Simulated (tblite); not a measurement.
**Run report: Si2N2H5O, geometry relaxation (part 3 of 3)**

Continued. System: Si2N2H5O, multiplicity 2. Method: GFN2-xTB geometry optimisation, gas phase (tblite 0.8.0). It belongs to a series of runs on one base structure; here: H removed from O.

Geometry of the input (Å):
```
O  -0.2061  -2.6915  -0.2293
Si -0.2216  -1.1107  0.3909
N  -1.2918  0.0664  -0.3475
Si 0.0626  1.2400  -0.1807
N  1.1245  -0.2011  -0.3703
H  -0.2286  -1.0216  1.8619
H  -1.5691  -0.1002  -1.3452
H  0.2145  2.2069  -1.2406
H  0.1751  1.7283  1.1931
H  1.9494  -0.1120  0.2451
```

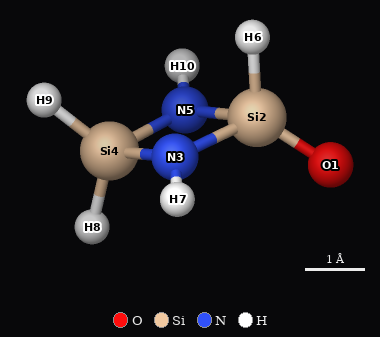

**Figure 1.** The geometry at step 55 of the log (ball-and-stick view, seen at a tilt; atoms are numbered from 1 in the order of the input).

## Trajectory as extended XYZ, continued
```
10
Properties=species:S:1:pos:R:3:forces:R:3 step=44 energy=-434.32925
O    -0.1026   -2.5206   -0.7750   -0.0100  -0.0580  -0.0290
Si   -0.1187   -1.3354    0.1686   -0.0150   0.0010   0.0200
N    -1.1633    0.0902   -0.1296   -0.0020   0.0480  -0.0150
Si    0.1211    1.2463   -0.2338    0.0050   0.0220   0.0330
N     1.1800   -0.0742    0.1044    0.0100  -0.0190  -0.0340
H    -0.2869   -1.3864    1.6318    0.0200  -0.0160   0.0170
H    -2.0463    0.1032   -0.6077    0.0120  -0.0150  -0.0060
H     0.3606    1.7039   -1.5942   -0.0030  -0.0070  -0.0200
H     0.0199    2.2665    0.7989   -0.0010   0.0190   0.0130
H     2.0451   -0.0887    0.6140   -0.0150   0.0260   0.0210
10
Properties=species:S:1:pos:R:3:forces:R:3 step=45 energy=-434.32952
O    -0.1050   -2.5185   -0.7774   -0.0110  -0.0240  -0.0040
Si   -0.1190   -1.3347    0.1691   -0.0020  -0.0330  -0.0040
N    -1.1631    0.0917   -0.1269   -0.0010   0.0230  -0.0040
Si    0.1209    1.2466   -0.2334    0.0430   0.0210   0.0210
N     1.1818   -0.0744    0.1038   -0.0050   0.0000  -0.0280
H    -0.2867   -1.3891    1.6319    0.0220  -0.0140   0.0180
H    -2.0432    0.1013   -0.6094   -0.0080  -0.0080  -0.0150
H     0.3568    1.7017   -1.5959   -0.0010  -0.0090  -0.0070
H     0.0212    2.2683    0.7980    0.0000   0.0170   0.0130
H     2.0450   -0.0883    0.6177   -0.0360   0.0270   0.0100
10
Properties=species:S:1:pos:R:3:forces:R:3 step=46 energy=-434.32982
O    -0.1087   -2.5191   -0.7759   -0.0120  -0.0080   0.0030
Si   -0.1196   -1.3343    0.1697    0.0050  -0.0350  -0.0100
N    -1.1627    0.0937   -0.1261    0.0060  -0.0130   0.0100
Si    0.1215    1.2474   -0.2323    0.0650   0.0130   0.0040
N     1.1837   -0.0751    0.1004   -0.0160   0.0170  -0.0180
H    -0.2854   -1.3896    1.6326    0.0230  -0.0110   0.0160
H    -2.0391    0.0986   -0.6146   -0.0230   0.0030  -0.0220
H     0.3528    1.7031   -1.5958    0.0020  -0.0090  -0.0010
H     0.0220    2.2679    0.7999    0.0030   0.0180   0.0160
H     2.0445   -0.0879    0.6194   -0.0520   0.0250   0.0010
10
Properties=species:S:1:pos:R:3:forces:R:3 step=47 energy=-434.33020
O    -0.1129   -2.5196   -0.7747   -0.0130   0.0160   0.0160
Si   -0.1206   -1.3340    0.1707    0.0090  -0.0380  -0.0200
N    -1.1625    0.0961   -0.1249    0.0180  -0.0460   0.0230
Si    0.1229    1.2489   -0.2311    0.0620   0.0010  -0.0160
N     1.1850   -0.0755    0.0967   -0.0220   0.0270  -0.0100
H    -0.2827   -1.3918    1.6339    0.0220  -0.0060   0.0110
H    -2.0345    0.0960   -0.6210   -0.0300   0.0160  -0.0260
H     0.3480    1.7030   -1.5966    0.0060  -0.0060   0.0090
H     0.0238    2.2679    0.8024    0.0050   0.0170   0.0150
H     2.0422   -0.0863    0.6222   -0.0570   0.0190  -0.0030
10
Properties=species:S:1:pos:R:3:forces:R:3 step=48 energy=-434.33061
O    -0.1173   -2.5192   -0.7742   -0.0130   0.0280   0.0170
Si   -0.1217   -1.3339    0.1718    0.0100  -0.0290  -0.0190
N    -1.1623    0.0986   -0.1230    0.0250  -0.0620   0.0290
Si    0.1250    1.2510   -0.2303    0.0300  -0.0110  -0.0270
N     1.1855   -0.0750    0.0932   -0.0180   0.0210  -0.0040
H    -0.2785   -1.3964    1.6353    0.0210   0.0010   0.0040
H    -2.0293    0.0939   -0.6283   -0.0240   0.0250  -0.0200
H     0.3426    1.7007   -1.5984    0.0110   0.0020   0.0140
H     0.0270    2.2687    0.8050    0.0060   0.0130   0.0070
H     2.0379   -0.0838    0.6264   -0.0480   0.0110   0.0010
10
Properties=species:S:1:pos:R:3:forces:R:3 step=49 energy=-434.33088
O    -0.1196   -2.5175   -0.7754   -0.0130   0.0210   0.0080
Si   -0.1224   -1.3339    0.1725    0.0100  -0.0170  -0.0100
N    -1.1621    0.0995   -0.1212    0.0210  -0.0470   0.0240
Si    0.1265    1.2525   -0.2302   -0.0110  -0.0150  -0.0210
N     1.1848   -0.0740    0.0920   -0.0080   0.0030  -0.0050
H    -0.2750   -1.4015    1.6361    0.0180   0.0070   0.0000
H    -2.0263    0.0937   -0.6320   -0.0120   0.0250  -0.0120
H     0.3396    1.6968   -1.6005    0.0140   0.0110   0.0110
H     0.0300    2.2704    0.8058    0.0060   0.0040  -0.0060
H     2.0334   -0.0812    0.6304   -0.0250   0.0060   0.0120
10
Properties=species:S:1:pos:R:3:forces:R:3 step=50 energy=-434.33102
O    -0.1201   -2.5157   -0.7772   -0.0120   0.0060  -0.0040
Si   -0.1224   -1.3340    0.1728    0.0100  -0.0090   0.0000
N    -1.1620    0.0990   -0.1194    0.0070  -0.0200   0.0130
Si    0.1268    1.2530   -0.2307   -0.0340  -0.0130  -0.0080
N     1.1840   -0.0732    0.0919    0.0020  -0.0100  -0.0070
H    -0.2732   -1.4048    1.6363    0.0180   0.0090   0.0000
H    -2.0254    0.0944   -0.6327    0.0000   0.0200  -0.0030
H     0.3389    1.6936   -1.6018    0.0130   0.0170   0.0060
H     0.0319    2.2720    0.8052    0.0040  -0.0040  -0.0160
H     2.0304   -0.0797    0.6331   -0.0090   0.0040   0.0200
10
Properties=species:S:1:pos:R:3:forces:R:3 step=51 energy=-434.33114
O    -0.1205   -2.5141   -0.7790   -0.0100  -0.0080  -0.0140
Si   -0.1221   -1.3344    0.1730    0.0100  -0.0050   0.0080
N    -1.1619    0.0982   -0.1179   -0.0110   0.0050   0.0030
Si    0.1264    1.2529   -0.2312   -0.0390  -0.0110   0.0030
N     1.1835   -0.0729    0.0918    0.0080  -0.0150  -0.0080
H    -0.2719   -1.4069    1.6364    0.0180   0.0100   0.0010
H    -2.0249    0.0954   -0.6325    0.0100   0.0120   0.0050
H     0.3390    1.6914   -1.6027    0.0120   0.0190   0.0020
H     0.0332    2.2735    0.8040    0.0030  -0.0110  -0.0230
H     2.0281   -0.0785    0.6354    0.0010   0.0030   0.0240
10
Properties=species:S:1:pos:R:3:forces:R:3 step=52 energy=-434.33130
O    -0.1218   -2.5125   -0.7812   -0.0080  -0.0210  -0.0220
Si   -0.1214   -1.3351    0.1734    0.0070  -0.0020   0.0140
N    -1.1619    0.0970   -0.1158   -0.0330   0.0290  -0.0100
Si    0.1254    1.2526   -0.2317   -0.0310  -0.0070   0.0110
N     1.1834   -0.0729    0.0909    0.0120  -0.0120  -0.0060
H    -0.2697   -1.4089    1.6366    0.0180   0.0090   0.0030
H    -2.0238    0.0966   -0.6328    0.0200   0.0000   0.0140
H     0.3390    1.6898   -1.6033    0.0100   0.0200   0.0000
H     0.0347    2.2750    0.8024    0.0010  -0.0180  -0.0280
H     2.0250   -0.0770    0.6389    0.0050   0.0030   0.0240
10
Properties=species:S:1:pos:R:3:forces:R:3 step=53 energy=-434.33149
O    -0.1246   -2.5115   -0.7832   -0.0050  -0.0260  -0.0240
Si   -0.1204   -1.3363    0.1739   -0.0010   0.0020   0.0130
N    -1.1620    0.0959   -0.1135   -0.0480   0.0420  -0.0160
Si    0.1239    1.2519   -0.2321   -0.0080  -0.0040   0.0100
N     1.1838   -0.0734    0.0889    0.0110  -0.0040   0.0000
H    -0.2662   -1.4105    1.6371    0.0190   0.0070   0.0030
H    -2.0219    0.0979   -0.6342    0.0220  -0.0130   0.0200
H     0.3386    1.6895   -1.6036    0.0070   0.0170   0.0010
H     0.0363    2.2761    0.8006   -0.0010  -0.0230  -0.0270
H     2.0213   -0.0751    0.6435    0.0050   0.0020   0.0200
10
Properties=species:S:1:pos:R:3:forces:R:3 step=54 energy=-434.33167
O    -0.1283   -2.5115   -0.7842   -0.0020  -0.0160  -0.0170
Si   -0.1194   -1.3375    0.1745   -0.0120   0.0050   0.0060
N    -1.1624    0.0955   -0.1118   -0.0420   0.0340  -0.0140
Si    0.1226    1.2511   -0.2324    0.0160  -0.0020   0.0000
N     1.1847   -0.0742    0.0864    0.0050   0.0050   0.0070
H    -0.2621   -1.4109    1.6379    0.0180   0.0040   0.0020
H    -2.0196    0.0985   -0.6368    0.0150  -0.0230   0.0200
H     0.3378    1.6910   -1.6032    0.0050   0.0130   0.0030
H     0.0375    2.2761    0.7993   -0.0030  -0.0210  -0.0190
H     2.0182   -0.0735    0.6478   -0.0020   0.0000   0.0120
10
Properties=species:S:1:pos:R:3:forces:R:3 step=55 energy=-434.33178
O    -0.1312   -2.5126   -0.7841    0.0000   0.0000  -0.0060
Si   -0.1191   -1.3383    0.1746   -0.0200   0.0080  -0.0030
N    -1.1630    0.0958   -0.1115   -0.0160   0.0150  -0.0020
Si    0.1221    1.2505   -0.2326    0.0280  -0.0020  -0.0110
N     1.1856   -0.0747    0.0851   -0.0050   0.0060   0.0070
H    -0.2587   -1.4103    1.6385    0.0160   0.0030  -0.0010
H    -2.0184    0.0986   -0.6388   -0.0010  -0.0250   0.0110
H     0.3373    1.6933   -1.6027    0.0060   0.0090   0.0050
H     0.0377    2.2750    0.7987   -0.0030  -0.0130  -0.0080
H     2.0166   -0.0727    0.6502   -0.0050   0.0000   0.0070
10
Properties=species:S:1:pos:R:3:forces:R:3 step=56 energy=-434.33186
O    -0.1331   -2.5132   -0.7841    0.0010   0.0160   0.0040
Si   -0.1193   -1.3385    0.1746   -0.0230   0.0070  -0.0080
N    -1.1637    0.0965   -0.1111    0.0070  -0.0020   0.0040
Si    0.1224    1.2502   -0.2329    0.0230  -0.0020  -0.0170
N     1.1861   -0.0748    0.0846   -0.0070  -0.0010   0.0080
H    -0.2563   -1.4101    1.6388    0.0140   0.0020  -0.0040
H    -2.0176    0.0981   -0.6402   -0.0090  -0.0220   0.0060
H     0.3368    1.6949   -1.6025    0.0070   0.0060   0.0030
H     0.0379    2.2739    0.7983   -0.0030  -0.0050   0.0010
H     2.0158   -0.0723    0.6519   -0.0110  -0.0010   0.0020
10
Properties=species:S:1:pos:R:3:forces:R:3 step=57 energy=-434.33194
O    -0.1344   -2.5135   -0.7845    0.0010   0.0280   0.0110
Si   -0.1200   -1.3386    0.1741   -0.0200   0.0070  -0.0100
N    -1.1641    0.0971   -0.1112    0.0300  -0.0140   0.0130
Si    0.1230    1.2499   -0.2336    0.0130  -0.0010  -0.0160
N     1.1862   -0.0748    0.0852   -0.0100  -0.0090   0.0020
H    -0.2536   -1.4103    1.6388    0.0100   0.0020  -0.0060
H    -2.0179    0.0977   -0.6400   -0.0210  -0.0180  -0.0030
H     0.3370    1.6959   -1.6025    0.0080   0.0050  -0.0010
H     0.0377    2.2732    0.7975   -0.0030   0.0010   0.0060
H     2.0150   -0.0719    0.6537   -0.0080  -0.0010   0.0030
10
Properties=species:S:1:pos:R:3:forces:R:3 step=58 energy=-434.33204
O    -0.1358   -2.5121   -0.7864   -0.0010   0.0340   0.0140
Si   -0.1212   -1.3384    0.1739   -0.0110   0.0020  -0.0060
N    -1.1647    0.0979   -0.1095    0.0340  -0.0170   0.0060
Si    0.1239    1.2495   -0.2348   -0.0050   0.0020  -0.0090
N     1.1862   -0.0748    0.0857   -0.0020  -0.0160   0.0020
H    -0.2503   -1.4118    1.6388    0.0060   0.0020  -0.0060
H    -2.0177    0.0965   -0.6398   -0.0160  -0.0130  -0.0010
H     0.3371    1.6956   -1.6033    0.0100   0.0040  -0.0080
H     0.0384    2.2732    0.7957   -0.0030   0.0050   0.0100
H     2.0131   -0.0710    0.6573   -0.0120  -0.0040  -0.0020
10
Properties=species:S:1:pos:R:3:forces:R:3 step=59 energy=-434.33212
O    -0.1364   -2.5105   -0.7888   -0.0040   0.0270   0.0090
Si   -0.1224   -1.3384    0.1732    0.0020   0.0020   0.0000
N    -1.1646    0.0980   -0.1089    0.0320  -0.0110   0.0090
Si    0.1244    1.2492   -0.2360   -0.0140   0.0040  -0.0010
N     1.1857   -0.0750    0.0870   -0.0040  -0.0140  -0.0070
H    -0.2470   -1.4133    1.6382    0.0010   0.0010  -0.0020
H    -2.0189    0.0960   -0.6369   -0.0200  -0.0090  -0.0080
H     0.3388    1.6947   -1.6043    0.0100   0.0030  -0.0130
H     0.0384    2.2742    0.7932   -0.0020   0.0040   0.0090
H     2.0108   -0.0701    0.6608   -0.0010  -0.0060   0.0030
10
Properties=species:S:1:pos:R:3:forces:R:3 step=60 energy=-434.33217
O    -0.1369   -2.5078   -0.7914   -0.0060   0.0160   0.0020
Si   -0.1229   -1.3382    0.1733    0.0110  -0.0020   0.0060
N    -1.1646    0.0980   -0.1068    0.0060  -0.0010  -0.0070
Si    0.1246    1.2489   -0.2368   -0.0140   0.0060   0.0040
N     1.1856   -0.0754    0.0870    0.0050  -0.0040  -0.0030
H    -0.2453   -1.4151    1.6380   -0.0010  -0.0010   0.0030
H    -2.0188    0.0949   -0.6358   -0.0030  -0.0070   0.0020
H     0.3393    1.6932   -1.6054    0.0080   0.0020  -0.0130
H     0.0393    2.2754    0.7914   -0.0020   0.0000   0.0070
H     2.0086   -0.0693    0.6640   -0.0040  -0.0080  -0.0010
10
Properties=species:S:1:pos:R:3:forces:R:3 step=61 energy=-434.33219
O    -0.1368   -2.5067   -0.7923   -0.0060   0.0050  -0.0040
Si   -0.1228   -1.3382    0.1735    0.0120  -0.0010   0.0070
N    -1.1643    0.0978   -0.1065   -0.0060   0.0040  -0.0070
Si    0.1243    1.2489   -0.2370   -0.0060   0.0050   0.0010
N     1.1855   -0.0757    0.0869    0.0020   0.0060  -0.0050
H    -0.2450   -1.4155    1.6379   -0.0010  -0.0010   0.0070
H    -2.0191    0.0946   -0.6347   -0.0010  -0.0070   0.0020
H     0.3401    1.6927   -1.6059    0.0070   0.0010  -0.0080
H     0.0393    2.2760    0.7908   -0.0020  -0.0030   0.0050
H     2.0077   -0.0692    0.6648    0.0010  -0.0080   0.0020
10
Properties=species:S:1:pos:R:3:forces:R:3 step=62 energy=-434.33222
O    -0.1372   -2.5056   -0.7929   -0.0070  -0.0020  -0.0070
Si   -0.1225   -1.3381    0.1741    0.0100   0.0000   0.0060
N    -1.1643    0.0977   -0.1061   -0.0130   0.0050  -0.0080
Si    0.1240    1.2489   -0.2372    0.0010   0.0040  -0.0030
N     1.1856   -0.0759    0.0864    0.0030   0.0130  -0.0030
H    -0.2449   -1.4157    1.6382   -0.0010  -0.0020   0.0100
H    -2.0189    0.0939   -0.6348    0.0030  -0.0060   0.0040
H     0.3403    1.6926   -1.6062    0.0060  -0.0010  -0.0040
H     0.0396    2.2761    0.7907   -0.0030  -0.0050   0.0040
H     2.0071   -0.0693    0.6654    0.0010  -0.0070   0.0000
10
Properties=species:S:1:pos:R:3:forces:R:3 step=63 energy=-434.33225
O    -0.1380   -2.5042   -0.7933   -0.0060  -0.0080  -0.0090
Si   -0.1220   -1.3379    0.1750    0.0050   0.0030   0.0040
N    -1.1643    0.0979   -0.1059   -0.0130   0.0030  -0.0050
Si    0.1237    1.2491   -0.2376    0.0080   0.0020  -0.0080
N     1.1857   -0.0760    0.0856    0.0000   0.0180  -0.0010
H    -0.2444   -1.4157    1.6389    0.0000  -0.0030   0.0110
H    -2.0184    0.0926   -0.6354    0.0040  -0.0040   0.0030
H     0.3406    1.6931   -1.6067    0.0040  -0.0020   0.0020
H     0.0399    2.2756    0.7910   -0.0030  -0.0050   0.0030
H     2.0062   -0.0697    0.6660    0.0020  -0.0040   0.0000
10
Properties=species:S:1:pos:R:3:forces:R:3 step=64 energy=-434.33227
O    -0.1394   -2.5030   -0.7935   -0.0050  -0.0080  -0.0070
Si   -0.1217   -1.3376    0.1760    0.0000   0.0040   0.0010
N    -1.1645    0.0981   -0.1059   -0.0070   0.0000   0.0000
Si    0.1235    1.2493   -0.2382    0.0090   0.0000  -0.0100
N     1.1858   -0.0758    0.0847    0.0000   0.0140   0.0010
H    -0.2433   -1.4157    1.6399    0.0000  -0.0030   0.0080
H    -2.0179    0.0910   -0.6365    0.0030  -0.0010   0.0010
H     0.3409    1.6940   -1.6072    0.0030  -0.0030   0.0060
H     0.0401    2.2746    0.7916   -0.0040  -0.0040   0.0020
H     2.0053   -0.0703    0.6666    0.0010   0.0010  -0.0020
10
Properties=species:S:1:pos:R:3:forces:R:3 step=65 energy=-434.33229
O    -0.1404   -2.5027   -0.7933   -0.0040  -0.0040  -0.0040
Si   -0.1216   -1.3374    0.1764   -0.0020   0.0040   0.0000
N    -1.1647    0.0984   -0.1062    0.0010  -0.0020   0.0030
Si    0.1235    1.2495   -0.2388    0.0040  -0.0010  -0.0070
N     1.1859   -0.0754    0.0843   -0.0010   0.0060   0.0010
H    -0.2424   -1.4155    1.6407    0.0000  -0.0020   0.0040
H    -2.0176    0.0900   -0.6374    0.0010   0.0010  -0.0010
H     0.3413    1.6949   -1.6073    0.0030  -0.0030   0.0040
H     0.0401    2.2735    0.7922   -0.0040  -0.0020   0.0010
H     2.0049   -0.0707    0.6668    0.0020   0.0040  -0.0030
```

## Summary

| quantity | value |
| --- | --- |
| outcome | converged |
| total energy | −434.3323 eV |
| hardware | 1 CPU thread, shared host |
| peak memory | 0.18 GiB |
